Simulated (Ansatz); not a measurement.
Fields on a plane of Fe3Ge (space group P6_3/mmc)

```xyz
8
Lattice="5.0560 0.0000 0.0000 -2.5280 4.3786 0.0000 0.0000 0.0000 4.1406" Properties=species:S:1:pos:R:3 pbc="T T T"
Fe     2.5280     2.9547     1.0351
Fe     0.0000     1.4239     3.1054
Fe    -1.2948     3.6666     3.1054
Fe     3.8228     0.7120     1.0351
Fe     1.2331     0.7120     1.0351
Fe     1.2948     3.6666     3.1054
Ge     0.0000     2.9191     1.0351
Ge     2.5280     1.4595     3.1054
```

The slice is a (-1 1 0 0) plane (indices of the conventional cell) through the point (0.163, 0.325, 0.750) (fractional), spanned by u = [001] and v = [110] in vectors of this cell: u (4.14 Å) and v (5.06 Å, at 90° to u). It covers one period; positions are fractions (u, v).

Atoms on it: Fe at (0.00, 0.00); Fe at (0.00, 0.51). Other atoms lie within 1 Å of the plane.

These are PBEsol (plane waves to 420 eV, PAW, scalar-relativistic; Ansatz, a first-principles code) values and carry that method's errors. k mesh 11×11×11. Near the nuclei the fields are pseudised (PAW); where an atom keeps semicore shells as valence, they peak there. Fe3Ge was relaxed with its symmetry unable to fall. Relaxed Fe3Ge ends ferromagnetic. Other magnetic orders were not checked, so this need not be the ground state.

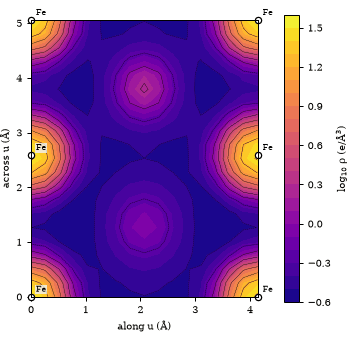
Fig. 1. Log₁₀ of the valence density in e/Å³, one period of the plane, atoms marked. The scale is logarithmic, as a density can span decades between atoms and voids.

```
|xxxx**..::****++==++****::..**xx|
|@@##::..==**==::::::==**==..::##|
|--::..::**==....::....==**::..::|
|::::--++++..  ::--::  ..++++--::|
|==++****++..  ::--::  ..++****++|
|::..::++++::  ..--..  ::++++::..|
|++--....++++::..::..::++++....--|
|xx%%--..==**++--::--++**==..--%%|
|xxxx##::::**##**++**##**::::##xx|
|xxxx@@::..**##########**..::@@xx|
|xxxx**  ..**%%%%%%%%%%**..  **xx|
|%%**..  ::**##########**::  ..**|
|--..  ..++##****++****##++..  ..|
|--::--==****++++++++++****==--::|
|++++++++****++++==++++****++++++|
|::::::--****++++++++++****--::::|
|==::    ==##**********##==    ::|
|@@##::  ::**%%######%%**::  ::##|
|xxxx##....**%%%%%%%%%%**....##xx|
|xxxx@@::..**####**####**..::@@xx|
```
Scale: ten equal steps from 0.08 (start of ' ') to 0.63 (end of '@'), in the order ' .:-=+*#%@'. Values: ELF of the down spins. The map has 16 points along u (two characters each, u = 0 at the left) and 20 along v (v = 0 in the bottom row). Points within 0.5 Å of a nucleus are blanked (x), as the pseudised field means little there.

* **Density on the Fe–Fe line (2.47 Å) at its midpoint**: 0.37 e/Å³
* **ELF at that point**: 0.28
